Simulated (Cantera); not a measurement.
Feed: 1 mol SiC, 0.0064 mol O2, 81 mol N2, held at 0.00130 bar.

Cantera equilibrium calculation (NASA polynomials, part measured and part estimated; ideal gas, pure solids and liquids). Candidate condensed phases: C, Si, SiC, SiO2, Si2N2O, Si3N4; 34 gas species. N2 is the only nitrogen source here; it is nearly inert below about 1500 K, so the nitride shown seldom forms there in practice. Mutual solubility and eutectic melting of coexisting phases are not modelled. Rates play no part.

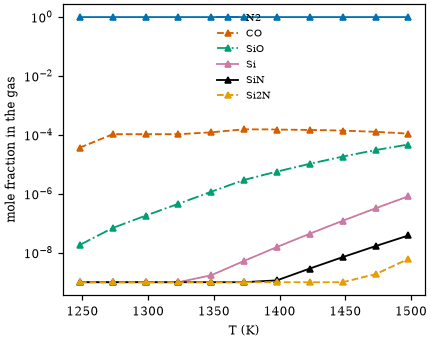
Fig. 1. Equilibrium gas composition (values under 1e-9 drawn at 1e-9)

At 1248 K the condensed part is C(graphite) + Si2N2O(s) + Si3N4(s). From 1273 K to 1323 K the condensed part is SiC(s) + Si2N2O(s). At 1348 K the condensed part is SiC(s) + Si2N2O(s) + Si3N4(s). From 1373 K to 1498 K the condensed part is SiC(s) + Si3N4(s). The main Si-bearing gas is SiO throughout.
